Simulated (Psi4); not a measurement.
# SnHClF (SMILES [F][SnH][Cl]): levels of theory compared

Wanted: a comparison of 5 runs (UHF-D3M(BJ)/def2-TZVP, UHF/def2-TZVP, U-r2SCAN0/3-21G, EOM-CCSD/LANL2DZ) of SnHClF. 

Program for the calculation: Psi4 1.11.

5 further runs of the same task are left out: 3 that didn't finish, 2 set aside as unsound or not needed.

## 1. The system as given

SnHClF has 4 atoms, charge 0, and is taken as a doublet. As SMILES, `[F][SnH][Cl]`. The coordinates come from a PBE0-D4/def2-TZVP relaxation.

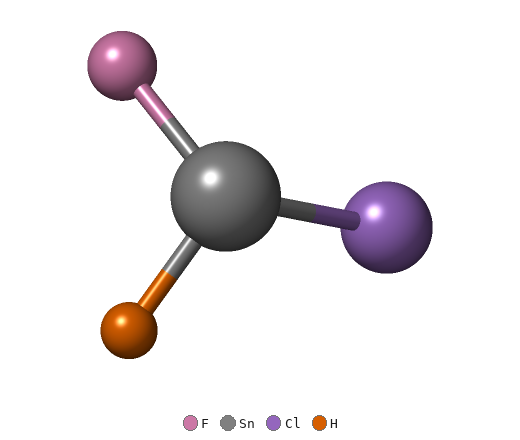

Viewed from a chosen angle; fluorine pink, tin grey, chlorine purple, hydrogen orange.

## 2. A single-point energy at UHF-D3M(BJ)/def2-TZVP (core potential, IEF-PCM benzene) (run 1)

calc.dat

```
memory 1600 MB

molecule {
  0 2
  F
  Sn 1 1.922848
  Cl 2 2.33076 1 103.70686
  H 2 1.741046 1 104.54622 3 -113.48775
  symmetry c1
}

set {
  reference uhf
  scf_type  pk
  pcm       true
}

pcm = {
  Units = Angstrom
  Medium {
    SolverType = IEFPCM
    Solvent = Benzene
  }
  Cavity {
    Type = GePol
    RadiiSet = UFF
    Scaling = False
    Area = 0.3
    Mode = Implicit
  }
}

energy("hf-d3mbj2b/def2-TZVP")
```

On the command line:

```sh
$ psi4 -n 1 calc.dat calc.out
```

calc.out:

```text
[...]
    !!!  WARNING: ECP capability is in beta. Please check occupations closely.  !!!
[...]
  Running in c1 symmetry.
[...]
  Nuclear repulsion =  174.577243152999074
[...]
  Multiplicity = 2
[...]
  Nalpha       = 25
  Nbeta        = 24
[...]
    Number of basis functions: 124
[...]
 WARNING: Atomic UHF is not converging! Try casting from a smaller basis or call Rob at CCMST.
   -------------------------
[...]
   @UHF iter   1:  -772.97782156947073   -1.90517e+00   4.30999e-03 DIIS/ADIIS
[...]
   @UHF iter  10:  -773.07984434297305   -1.77385e-07   8.03520e-07 DIIS
[...]
   @S^2 Observed:                7.629661125E-01
[...]
    Orbital Energies [Eh]
    ---------------------
    Alpha Occupied:
       1A   -104.822286     2A    -26.245960     3A    -10.551170
       4A     -8.019453     5A     -8.016541     6A     -8.016423
       7A     -5.914931     8A     -4.106602     9A     -4.102563
      10A     -4.100201    11A     -1.538538    12A     -1.375776
      13A     -1.371161    14A     -1.368017    15A     -1.367086
      16A     -1.358472    17A     -1.076171    18A     -0.704356
      19A     -0.618913    20A     -0.613526    21A     -0.580569
      22A     -0.506781    23A     -0.471962    24A     -0.464108
      25A     -0.363667
    Alpha Virtual:
[...]
  @UHF Final Energy:  -773.07984434297305
   => Energetics <=
    Nuclear Repulsion Energy =            174.5772431529990740
    One-Electron Energy =               -1499.9828387053157712
    Two-Electron Energy =                 552.4213274650804806
    PCM Polarization Energy =              -0.0089603850631343
    Total Energy =                       -773.0798443429730469
  UHF NO Occupations:
  HONO-2 :   23  A 1.9992326
[...]
 Multipole Moments:
 ------------------------------------------------------------------------------------
     Multipole            Electronic (a.u.)      Nuclear  (a.u.)        Total (a.u.)
 ------------------------------------------------------------------------------------
 L = 1.  Multiply by 2.5417464519 to convert [e a0] to [Debye]
 Dipole X            :          2.2335570           -2.0959801            0.1375769
 Dipole Y            :         31.0532137          -29.9063338            1.1468799
 Dipole Z            :          6.3043611           -5.2505983            1.0537628
 Magnitude           :                                                    1.5635463
[...]
```

Run time: 9.9 s. Hardware: 1 thread of Intel Xeon 6975P-C (Granite Rapids), shared host; peak memory 0.67 GiB.

## 3. The energy at UHF-D3M(BJ)/def2-TZVP (density fitting, core potential, IEF-PCM benzene) (run 2)

job.py

```python
import psi4

psi4.set_memory('1600 MB')
psi4.set_num_threads(1)
psi4.core.set_output_file('clfhsn.out', False)

molecule = psi4.geometry("""
0 2
F
Sn 1 1.922848
Cl 2 2.33076 1 103.70686
H 2 1.741046 1 104.54622 3 -113.48775
symmetry c1
""")

options = {'reference': 'uhf', 'scf_type': 'dfdirj+link', 'diis_max_vecs': 15, 'pcm': True}
psi4.set_options(options)
psi4.pcm_helper("""
  Units = Angstrom
  Medium {
    SolverType = IEFPCM
    Solvent = Benzene
  }
  Cavity {
    Type = GePol
    RadiiSet = UFF
    Scaling = False
    Area = 0.3
    Mode = Implicit
  }
""")

e_tot = psi4.energy('hf-d3mbj2b/def2-TZVP')
print(f'total energy {e_tot:.8f} hartree = {e_tot * 27.211386:.5f} eV')
```

On the command line:

```sh
$ python job.py
```

clfhsn.out:

```text
[...]
    !!!  WARNING: ECP capability is in beta. Please check occupations closely.  !!!
[...]
  Running in c1 symmetry.
[...]
  Nuclear repulsion =  174.577243152999074
[...]
  Multiplicity = 2
[...]
  Nalpha       = 25
  Nbeta        = 24
[...]
    Number of basis functions: 124
[...]
 WARNING: Atomic UHF is not converging! Try casting from a smaller basis or call Rob at CCMST.
   -------------------------
[...]
   @UHF iter   1:  -772.97787107560180   -1.90511e+00   4.30997e-03 ADIIS/DIIS
[...]
   @UHF iter  10:  -773.07989389522413   -1.76827e-07   8.02285e-07 DIIS
[...]
   @S^2 Observed:                7.629611135E-01
[...]
    Orbital Energies [Eh]
    ---------------------
    Alpha Occupied:
       1A   -104.822296     2A    -26.245942     3A    -10.551172
       4A     -8.019455     5A     -8.016544     6A     -8.016425
       7A     -5.914932     8A     -4.106603     9A     -4.102564
      10A     -4.100201    11A     -1.538538    12A     -1.375774
      13A     -1.371158    14A     -1.368014    15A     -1.367082
      16A     -1.358469    17A     -1.076172    18A     -0.704356
      19A     -0.618913    20A     -0.613527    21A     -0.580570
      22A     -0.506783    23A     -0.471963    24A     -0.464109
      25A     -0.363669
    Alpha Virtual:
[...]
  @UHF Final Energy:  -773.07989389522413
   => Energetics <=
    Nuclear Repulsion Energy =            174.5772431529990740
    One-Electron Energy =               -1499.9829438924157330
    Two-Electron Energy =                 552.4213831325300816
    PCM Polarization Energy =              -0.0089604176637866
    Total Energy =                       -773.0798938952241315
  UHF NO Occupations:
  HONO-2 :   23  A 1.9992327
[...]
 Multipole Moments:
 ------------------------------------------------------------------------------------
     Multipole            Electronic (a.u.)      Nuclear  (a.u.)        Total (a.u.)
 ------------------------------------------------------------------------------------
 L = 1.  Multiply by 2.5417464519 to convert [e a0] to [Debye]
 Dipole X            :          2.2335796           -2.0959801            0.1375994
 Dipole Y            :         31.0532103          -29.9063338            1.1468765
 Dipole Z            :          6.3043602           -5.2505983            1.0537618
 Magnitude           :                                                    1.5635451
[...]
```

Standard output:

```text
total energy -773.07989390 hartree = -21036.57540 eV
```

Wall time 19 s (1 thread of Intel Xeon 6975P-C (Granite Rapids), shared host); peak memory 0.24 GiB.

Run 3 isn't shown in full; the table further down has it.

## 4. The energy at U-r2SCAN0/3-21G (ddCOSMO methanol) (run 4)

run.py

```python
import psi4

psi4.set_memory('1600 MB')
psi4.set_num_threads(1)
psi4.set_output_file('clfhsn.out', False)

m = psi4.geometry("""
0 2
F     -2.86255713     0.49321852     1.62629830
Sn    -0.47337639    -0.39438584    -0.96357135
Cl     2.60404260    -2.68794644     1.19714150
H      0.83677073     2.47535225    -1.89785195
units au
symmetry c1
no_reorient
no_com
""")

options = {'reference': 'uks', 'scf_type': 'pk', 'ddx': True, 'ddx_model': 'cosmo', 'ddx_solvent': 'methanol', 'ddx_radii_set': 'uff'}
psi4.set_options(options)

e_tot, wfn = psi4.energy("r2scan0/3-21G", molecule=m, return_wfn=True)
print(f'r2scan0/3-21G energy: {e_tot:.10f} Eh')
```

On the command line:

```sh
$ python run.py
```

clfhsn.out:

```text
[...]
  Running in c1 symmetry.
[...]
  Nuclear repulsion =  360.510600002338037
[...]
  Multiplicity = 2
[...]
  Nalpha       = 39
  Nbeta        = 38
[...]
    Number of basis functions: 57
[...]
   @UKS iter   1: -6556.85686130083195   -4.58801e+00   1.07933e-02 DIIS/ADIIS
[...]
   @UKS iter   8: -6557.02483204680902   -1.11553e-07   8.61632e-07 DIIS
[...]
   @S^2 Observed:                7.544015207E-01
[...]
    Orbital Energies [Eh]
    ---------------------
    Alpha Occupied:
       1A   -1026.725998     2A   -152.924717     3A   -142.439675
       4A   -142.439410     5A   -142.438925     6A   -101.377023
       7A    -30.046842     8A    -25.602319     9A    -25.600904
      10A    -25.599637    11A    -24.758987    12A    -18.091360
      13A    -18.090615    14A    -18.089576    15A    -18.089361
      16A    -18.088623    17A     -9.592057    18A     -7.277106
      19A     -7.270365    20A     -7.269901    21A     -4.966800
      22A     -3.474647    23A     -3.470698    24A     -3.468823
      25A     -1.232863    26A     -1.200273    27A     -1.195628
      28A     -1.193550    29A     -1.190756    30A     -1.138815
      31A     -0.859498    32A     -0.525809    33A     -0.417252
      34A     -0.412861    35A     -0.390766    36A     -0.366100
[...]
  @UKS Final Energy: -6557.02483204680902
   => Energetics <=
    Nuclear Repulsion Energy =            360.5106000023380375
    One-Electron Energy =               -9764.6790718170814216
    Two-Electron Energy =                2998.0406870007518592
    DFT Exchange-Correlation Energy =    -150.8826152795182054
    Empirical Dispersion Energy =           0.0000000000000000
    VV10 Nonlocal Energy =                  0.0000000000000000
    DD Solvation Energy =                 -0.0144319532997136
    Total Energy =                      -6557.0248320468090242
[...]
 Multipole Moments:
 ------------------------------------------------------------------------------------
     Multipole            Electronic (a.u.)      Nuclear  (a.u.)        Total (a.u.)
 ------------------------------------------------------------------------------------
 L = 1.  Multiply by 2.5417464519 to convert [e a0] to [Debye]
 Dipole X            :          3.7633878           -4.3263387           -0.5629509
 Dipole Y            :         59.0149343          -58.5000625            0.5148717
 Dipole Z            :         13.4445080          -15.0883292           -1.6438212
 Magnitude           :                                                    1.8122237
[...]
```

Standard output:

```text
r2scan0/3-21G energy: -6557.0248320468 Eh
```

It took 5.4 s on 1 thread of Intel Xeon 6975P-C (Granite Rapids), shared host; peak memory 0.45 GiB.

## 5. The vertical excitations at EOM-CCSD/LANL2DZ (core potential, Cartesian functions) (run 5)

calc.in

```
memory 1600 MB

molecule {
  0 2
  F     -1.514800     0.261000     0.860600
  Sn    -0.250500    -0.208700    -0.509900
  Cl     1.378000    -1.422400     0.633500
  H      0.442800     1.309900    -1.004300
  symmetry c1
}

set {
  basis           LANL2DZ
  reference       rohf
  scf_type        pk
  roots_per_irrep [3]
}

energy('eom-ccsd')
```

On the command line:

```sh
$ psi4 calc.in calc.out -n 1
```

calc.out:

```text
[...]
    !!!  WARNING: ECP capability is in beta. Please check occupations closely.  !!!
[...]
  Running in c1 symmetry.
[...]
  Nuclear repulsion =   30.176152319839950
[...]
  Multiplicity = 2
[...]
  Nalpha       = 11
  Nbeta        = 10
[...]
    Number of basis functions: 27
[...]
   @ROHF iter   1:  -117.92314607492895   -2.25309e+00   1.16719e-02 DIIS
[...]
   @ROHF iter  11:  -118.02907907700470   -2.16005e-12   4.77779e-09 DIIS
[...]
    Orbital Energies [Eh]
    ---------------------
    Doubly Occupied:
       1A    -26.243754     2A     -1.519386     3A     -1.076193
       4A     -0.690674     5A     -0.611510     6A     -0.608202
       7A     -0.572404     8A     -0.498983     9A     -0.474256
      10A     -0.467337
    Singly Occupied:
      11A     -0.220429
[...]
  @ROHF Final Energy:  -118.02907907700470
   => Energetics <=
    Nuclear Repulsion Energy =             30.1761523198399502
    One-Electron Energy =                -230.4878103063993251
    Two-Electron Energy =                  82.2825789095546725
    Total Energy =                       -118.0290790770046954
[...]
 Multipole Moments:
 ------------------------------------------------------------------------------------
     Multipole            Electronic (a.u.)      Nuclear  (a.u.)        Total (a.u.)
 ------------------------------------------------------------------------------------
 L = 1.  Multiply by 2.5417464519 to convert [e a0] to [Debye]
 Dipole X            :          6.1219335           -6.2811285           -0.1591950
 Dipole Y            :         -1.8791999            2.0620942            0.1828943
 Dipole Z            :        -24.5326316           22.6307761           -1.9018554
 Magnitude           :                                                    1.9172500
[...]
      * CCSD total energy                     = -118.228883288715622
[...]
                     Excitation Energy              Total Energy
[...]
```

It took 5.4 s on 1 thread of Intel Xeon 6975P-C (Granite Rapids), shared host; peak memory 0.17 GiB.

The roots found:

| excited state | energy (eV) |
| --- | --- |
| 1 | 4.015 |
| 2 | 4.258 |
| 3 | 4.602 |

## 6. The series

| run | level | integrals | integral approximation | energy (Eh) | dipole moment (D) | HOMO energy (eV) | LUMO energy (eV) | wall time |
| --- | --- | --- | --- | --- | --- | --- | --- | --- |
| 1 | UHF-D3M(BJ)/def2-TZVP (core potential, IEF-PCM benzene) | pk | none | -773.079844 | 3.97 | -9.90 | -0.35 | 9.9 s |
| 2 | UHF-D3M(BJ)/def2-TZVP (density fitting, core potential, IEF-PCM benzene) | dfdirj+link | program's default | -773.079894 | 3.97 | -9.90 | -0.35 | 19 s |
| 3 | UHF/def2-TZVP (core potential, IEF-PCM benzene) | pk | none | -772.993228 | 3.97 | -9.90 | -0.35 | 8.7 s |
| 4 | U-r2SCAN0/3-21G (ddCOSMO methanol) | pk | none | -6557.024832 | 4.61 | -6.88 | -3.39 | 5.4 s |
| 5 | EOM-CCSD/LANL2DZ (core potential, Cartesian functions) | pk | none | -118.228883 | – | – | – | 5.4 s |

## 7. Summary of results

```
                                quantity          value
run 5: ground-state or mean-field energy  -118.22888 Eh
                    run 5: T1 diagnostic          0.016
         run 5: lowest excitation energy        4.02 eV
```

Over runs 1, 2, 3, 4 the dipole moment (its size) runs from 3.97 D (UHF/def2-TZVP) to 4.61 D (U-r2SCAN0/3-21G). The two ends differ in method and basis and solvent and core potential. Some runs of one species differ in core potentials or relativity; totals across that change don't compare. In run 4 relativity is left out where basis or elements ask for it. All runs together took 49 s, the longest 19 s.
